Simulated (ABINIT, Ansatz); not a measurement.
**SiC (Moissanite 3C): a worked LO-TO splitting**

How high does the longitudinal optical mode of SiC (Moissanite 3C) lie, given the transverse one, the Born charge and ε∞?

Calculated with ABINIT 10.8.3; DFT LDA, scalar-relativistic, plane waves, PseudoDojo norm-conserving pseudopotentials.

### 1. The relaxed structure

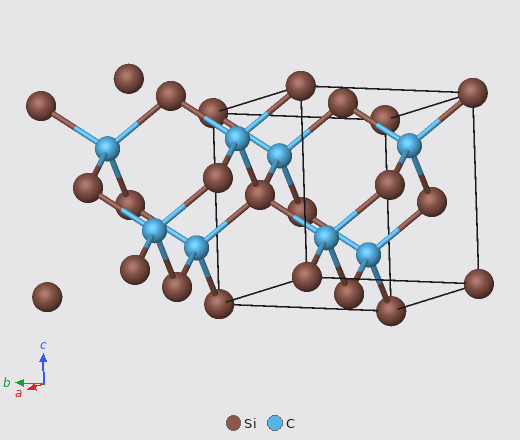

The starting structure, seen from a free direction (silicon brown, carbon blue). 1×2×1 cells are drawn. This picture shows the conventional cell, with its axes. Bonds to atoms that aren't drawn are left out. Some periodic images of atoms are drawn too.

Coordinates:

```xyz
2
Lattice="0.0000 2.1628 2.1628 2.1628 0.0000 2.1628 2.1628 2.1628 0.0000" Properties=species:S:1:pos:R:3 pbc="T T T"
Si    0.0000    0.0000    0.0000
C     1.0814    1.0814    1.0814
```

This is the cell after its relaxation at this level of theory, not the database cell from which that began.

### 2. What the response run gave

A linear-response run on the relaxed cell, with the response to an electric field; only its zone-centre results are used. Cutoff 37 Ha, k mesh 12×12×12.

Numbers of over 12 decimals in the logs are rounded to 6 here.

The program printed:

```text
[banners, grids, parts of the stress and lines that vanish by symmetry left out]
- input  file    -> dfpt_gamma.abi
- output file    -> dfpt_gamma.abo
- root for input  files -> dfpt_gammai
[...]
DATASET    1 : space group F-4 3 m (#216); Bravais cF (face-center cubic)
[...]
nfft =       32768          nkpt =         868
[...]
DATASET    2 : space group F-4 3 m (#216); Bravais cF (face-center cubic)
[...]
nfft =       32768          nkpt =         868
[...]
== DATASET  1 ==================================================================
[...]
cutoff_energies: {ecut:  37.0, pawecutdg:  -1.0, }
[...]
-  6.00000   4.00000  180309                  znucl, zion, pspdat
[...]
Perturbation : derivative vs k along direction   1
[...]
-ETOT  1  -14.003884249479     -1.400E+01 4.218E+01 0.000E+00
 ETOT  2  -14.048685701274     -4.480E-02 2.064E+00 0.000E+00
 ETOT  3  -14.048993120267     -3.074E-04 5.414E-04 0.000E+00
 ETOT  4  -14.048995901238     -2.781E-06 4.837E-06 0.000E+00
 ETOT  5  -14.048995929836     -2.860E-08 4.257E-09 0.000E+00
[...]
At SCF step   12   max residual=  9.96E-21 < tolwfr=  1.00E-20 =>converged.
[...]
Perturbation : derivative vs k along direction   2
[...]
-ETOT  1  -14.003894315854     -1.400E+01 4.218E+01 0.000E+00
[...]
At SCF step   12   max residual=  9.97E-21 < tolwfr=  1.00E-20 =>converged.
[...]
Perturbation : derivative vs k along direction   3
[...]
-ETOT  1  -14.003884247545     -1.400E+01 4.218E+01 0.000E+00
[...]
At SCF step   12   max residual=  9.95E-21 < tolwfr=  1.00E-20 =>converged.
[...]
1        1       1.9233679713   -0.0000000000
     1        2       0.9616839856   -0.0000000000
     1        3       0.9616839857    0.0000000000
     2        1       0.9616839856   -0.0000000000
     2        2       1.9233679713   -0.0000000000
     2        3       0.9616839857   -0.0000000000
     3        1       0.9616839857    0.0000000000
     3        2       0.9616839857   -0.0000000000
     3        3       1.9233679713   -0.0000000000
[...]
== DATASET  2 ==================================================================
[...]
cutoff_energies: {ecut:  37.0, pawecutdg:  -1.0, }
[...]
Perturbation : displacement of atom   1   along direction   1
[...]
-ETOT  1   6.888031     -4.532E+01 4.269E-01 2.755E+02
[...]
At SCF step    8       vres2   =  6.64E-11 < tolvrs=  1.00E-10 =>converged.
[...]
At SCF step    9       vres2   =  6.73E-13 < tolvrs=  1.00E-10 =>converged.
[...]
-ETOT  1   1.849464     -6.008E+00 6.422E+01 1.955E+03
[...]
ETOT  8   1.318929     -3.615E-12 8.701E-14 5.636E-10
 ETOT  9   1.318929     -1.785E-13 3.073E-15 6.250E-13
 At SCF step    9       vres2   =  6.25E-13 < tolvrs=  1.00E-10 =>converged.
[...]
Dielectric tensor, in cartesian coordinates,
[...]
1    4   1    4         6.8798453163        -0.0000000000
   1    4   2    4         0.0000000000        -0.0000000000
   1    4   3    4         0.0000000000        -0.0000000000
   2    4   1    4         0.0000000000        -0.0000000000
   2    4   2    4         6.8798453163        -0.0000000000
   2    4   3    4         0.0000000000        -0.0000000000
   3    4   1    4         0.0000000000        -0.0000000000
   3    4   2    4         0.0000000000        -0.0000000000
   3    4   3    4         6.8798453163        -0.0000000000
  Effective charges, in cartesian coordinates,
[...]
1    1   1    4         2.7217984893         0.0000000000
   2    1   1    4         0.0000000000         0.0000000000
   3    1   1    4        -0.0000000000         0.0000000000
   1    2   1    4        -2.7234009770         0.0000000000
   2    2   1    4         0.0000000000         0.0000000000
[...]
Effective charges, in cartesian coordinates,
[...]
Rigid-atom elastic tensor , in cartesian coordinates,
[...]
Rigid-atom proper piezoelectric tensor, in cartesian coordinates,
[...]
2    4   2    6        -0.0158214977         0.0000000000
   2    4   3    6        -0.0000000000         0.0000000000
   3    4   1    5        -0.0000000000         0.0000000000
   3    4   2    5         0.0000000000         0.0000000000
   3    4   3    5         0.0000000000         0.0000000000
   3    4   1    6         0.0000000000         0.0000000000
   3    4   2    6         0.0000000000         0.0000000000
   3    4   3    6        -0.0158214976         0.0000000000
  Phonon wavevector (reduced coordinates) :  0.00000  0.00000  0.00000
 Phonon energies in Hartree :
[...]
Phonon frequencies in cm-1    :
-  4.378126E-01  4.378127E-01  4.378130E-01  7.979960E+02  7.979960E+02
-  7.979960E+02
  Phonon at Gamma, with non-analyticity in the
[...]
Phonon energies in Hartree :
[...]
Phonon frequencies in cm-1    :
-  4.378126E-01  4.378127E-01  4.547907E-01  7.979960E+02  7.979960E+02
-  9.738052E+02
  Phonon at Gamma, with non-analyticity in the
[...]
Phonon energies in Hartree :
[...]
Phonon frequencies in cm-1    :
-  4.378126E-01  4.378130E-01  4.547904E-01  7.979960E+02  7.979960E+02
-  9.738052E+02
  Phonon at Gamma, with non-analyticity in the
[...]
Phonon energies in Hartree :
[...]
Phonon frequencies in cm-1    :
-  4.378127E-01  4.378130E-01  4.547903E-01  7.979960E+02  7.979960E+02
-  9.738052E+02
[...]
fcart2     0.0000000000E+00  0.0000000000E+00  0.0000000000E+00
           strten2     0.0000000000E+00  0.0000000000E+00  0.0000000000E+00
================================================================================
```

```
                       quantity   value
             cell volume Ω (Å³)  20.235
                 mass of Si (u)  28.085
                  mass of C (u)  12.011
     Born charge of Si, raw (e)   2.722
      Born charge of C, raw (e)  -2.723
                             ε∞   6.880
ω(TO) after the sum rule (cm⁻¹)   798.0
```

### 3. The calculation

The charges must sum to zero over the cell; taking off their mean, -0.001 e, leaves Z* = 2.723 e on Si. In the polar mode Si moves against C, so the reduced mass is μ = 28.09 × 12.01 / 40.10 = 8.413 u.

A longitudinal wave builds up a field that adds to the restoring force: ω(LO)² = ω(TO)² + 4π Z*² / (μ Ω ε∞), in Hartree atomic units. With μ = 15336 electron masses and Ω = 136.55 bohr³ the second term is 6.4653e-06 Ha², or 311429 cm⁻² (1 Ha = 219474.6 cm⁻¹).

So ω(LO) = √(636804 + 311429) = 973.8 cm⁻¹, and by the Lyddane-Sachs-Teller relation ε₀ = ε∞ (ω(LO)/ω(TO))² = 10.24.

### 4. Check against the program

The analysis program adds the same non-analytic term to the full matrix.

The program printed:

```text
[banners, grids, parts of the stress and lines that vanish by symmetry left out]
-outvars_anaddb: echo values of input variables ----------------------

 Flags :
[...]
Dielectric Tensor and Effective Charges
[...]
Effective charge tensors after
[...]
Phonon wavevector (reduced coordinates) :  0.00000  0.00000  0.00000
 Phonon energies in Hartree :
[...]
Phonon energies in meV     :
-  0.000000E+00  0.000000E+00  0.000000E+00  9.893885E+01  9.893885E+01
-  9.893885E+01
 Phonon frequencies in cm-1    :
-  0.000000E+00  0.000000E+00  0.000000E+00  7.979957E+02  7.979957E+02
-  7.979957E+02
 Phonon frequencies in Thz     :
-  0.000000E+00  0.000000E+00  0.000000E+00  2.392331E+01  2.392331E+01
-  2.392331E+01
 Phonon energies in Kelvin  :
-  0.000000E+00  0.000000E+00  0.000000E+00  1.148138E+03  1.148138E+03
-  1.148138E+03
[...]
-  1  0.00000000E+00  1.30686419E-06 -3.69884953E-03
-     0.00000000E+00  0.00000000E+00  0.00000000E+00
-  2  0.00000000E+00  1.30686444E-06 -3.69885024E-03
-     0.00000000E+00  0.00000000E+00  0.00000000E+00
[...]
-  1  0.00000000E+00  3.69884953E-03  1.30686419E-06
-     0.00000000E+00  0.00000000E+00  0.00000000E+00
-  2  0.00000000E+00  3.69885024E-03  1.30686444E-06
-     0.00000000E+00  0.00000000E+00  0.00000000E+00
[...]
-  1  3.69884976E-03  0.00000000E+00  0.00000000E+00
-     0.00000000E+00  0.00000000E+00  0.00000000E+00
-  2  3.69885048E-03  0.00000000E+00  0.00000000E+00
-     0.00000000E+00  0.00000000E+00  0.00000000E+00
[...]
-  1  2.54143070E-07  1.33978272E-07  2.41888530E-03
-     0.00000000E+00  0.00000000E+00  0.00000000E+00
-  2 -5.94266406E-07 -3.13283327E-07 -5.65611440E-03
-     0.00000000E+00  0.00000000E+00  0.00000000E+00
[...]
-  1  5.61162755E-07  2.41888525E-03 -1.34037229E-07
-     0.00000000E+00  0.00000000E+00  0.00000000E+00
-  2 -1.31217496E-06 -5.65611428E-03  3.13421185E-07
-     0.00000000E+00  0.00000000E+00  0.00000000E+00
[...]
-  1  2.41888524E-03 -5.61176833E-07 -2.54111981E-07
-     0.00000000E+00  0.00000000E+00  0.00000000E+00
-  2 -5.65611426E-03  1.31220788E-06  5.94193710E-07
-     0.00000000E+00  0.00000000E+00  0.00000000E+00
[...]
-     1         -0.000000    -0.000000     0.000000     0.000000
-     2         -0.000000    -0.000000    -0.000000     0.000000
-     3         -0.000000     0.000000     0.000000     0.000000
-     4          0.000375     0.000198     3.573844     3.573844
-     5          0.000829     3.573844    -0.000198     3.573844
-     6          3.573844    -0.000829    -0.000375     3.573844
[...]
-   1     Real    0.0000E+00  0.0000E+00  0.0000E+00  0.0000E+00  0.0000E+00  0.0000E+00  0.0000E+00
[...]
-  1  0.00000000E+00  1.30316952E-06 -3.69884953E-03
-     0.00000000E+00  0.00000000E+00  0.00000000E+00
-  2  0.00000000E+00  1.30316977E-06 -3.69885025E-03
-     0.00000000E+00  0.00000000E+00  0.00000000E+00
[...]
Phonon at Gamma, with non-analyticity in the
[...]
Phonon energies in Hartree :
[...]
Phonon energies in meV     :
-  0.000000E+00  0.000000E+00  0.000000E+00  9.893885E+01  9.893885E+01
-  1.207318E+02
 Phonon frequencies in cm-1    :
-  0.000000E+00  0.000000E+00  0.000000E+00  7.979957E+02  7.979957E+02
-  9.737673E+02
 Phonon frequencies in Thz     :
-  0.000000E+00  0.000000E+00  0.000000E+00  2.392331E+01  2.392331E+01
-  2.919281E+01
 Phonon energies in Kelvin  :
-  0.000000E+00  0.000000E+00  0.000000E+00  1.148138E+03  1.148138E+03
-  1.401034E+03
[...]
Phonon at Gamma, with non-analyticity in the
[...]
Phonon energies in Hartree :
[...]
Phonon energies in meV     :
-  0.000000E+00  0.000000E+00  0.000000E+00  9.893885E+01  9.893885E+01
-  1.207318E+02
 Phonon frequencies in cm-1    :
-  0.000000E+00  0.000000E+00  0.000000E+00  7.979957E+02  7.979957E+02
-  9.737673E+02
 Phonon frequencies in Thz     :
-  0.000000E+00  0.000000E+00  0.000000E+00  2.392331E+01  2.392331E+01
-  2.919281E+01
 Phonon energies in Kelvin  :
-  0.000000E+00  0.000000E+00  0.000000E+00  1.148138E+03  1.148138E+03
-  1.401034E+03
[...]
-  1  7.96205502E-06 -3.69878462E-03 -2.04614646E-05
-     0.00000000E+00  0.00000000E+00  0.00000000E+00
-  2  7.96213527E-06 -3.69878526E-03 -2.04613899E-05
-     0.00000000E+00  0.00000000E+00  0.00000000E+00
[...]
-  1  3.69883720E-03  7.93181874E-06  5.49477723E-06
-     0.00000000E+00  0.00000000E+00  0.00000000E+00
-  2  3.69883783E-03  7.93174154E-06  5.49469957E-06
-     0.00000000E+00  0.00000000E+00  0.00000000E+00
[...]
-  1  4.58059705E-04  1.43474269E-03 -1.89280240E-03
-     0.00000000E+00  0.00000000E+00  0.00000000E+00
-  2 -1.07108762E-03 -3.35487953E-03  4.42596715E-03
-     0.00000000E+00  0.00000000E+00  0.00000000E+00
[...]
-  1  1.92115905E-03 -1.35727087E-03 -5.63888185E-04
-     0.00000000E+00  0.00000000E+00  0.00000000E+00
-  2 -4.49227392E-03  3.17372605E-03  1.31854788E-03
-     0.00000000E+00  0.00000000E+00  0.00000000E+00
[...]
Direction                     Dielectric constant
[...]
Elastic Tensor (clamped ion) (unit:10^2GP):
[...]
Elastic Tensor (relaxed ion) (unit:10^2GP):
[...]
Calculation of the tensor related to piezoelectric effetc
[...]
Proper piezoelectric constants (clamped ion) (unit:c/m^2)
[...]
Proper piezoelectric constants (relaxed ion) (unit:c/m^2)
[...]
0.00000000      0.04254434     -0.00000000
     -0.00000000     -0.00000000      0.04254431
-
```

```
    quantity  by hand  program
ω(LO) (cm⁻¹)    973.8    973.8
          ε₀    10.24    10.24
```

### 5. Outcome

```yaml
to_mode: 798 cm⁻¹
lo_mode: 973.8 cm⁻¹
static_dielectric_constant: 10.24
```

In words: The LO mode of SiC (Moissanite 3C) lies at 974 cm⁻¹, 176 cm⁻¹ above the TO mode; the formula meets the program within 0.1 cm⁻¹, as it must for a cubic crystal with one polar mode. ω(LO)² − ω(TO)² goes with Z*²/ε∞: an error of 5 % in ε∞ would move the LO mode by 7.6 cm⁻¹, and semilocal functionals tend to overestimate ε∞. These are harmonic values at zero temperature, at the volume of this functional, for the structure held cubic; stability elsewhere in the zone is no part of this calculation.

[Host names and launcher messages were left out of these logs when they were recorded.]

[Logs are printed without paths, hosts, clocks, repeated set-up lines and the standing remarks that a program may print on its own settings, such as how far it seeks lower states.]

[Hosts, paths, dates, database ids (printed as entryN), source tags and the programs' standing remarks are cut or masked in the printed files.]
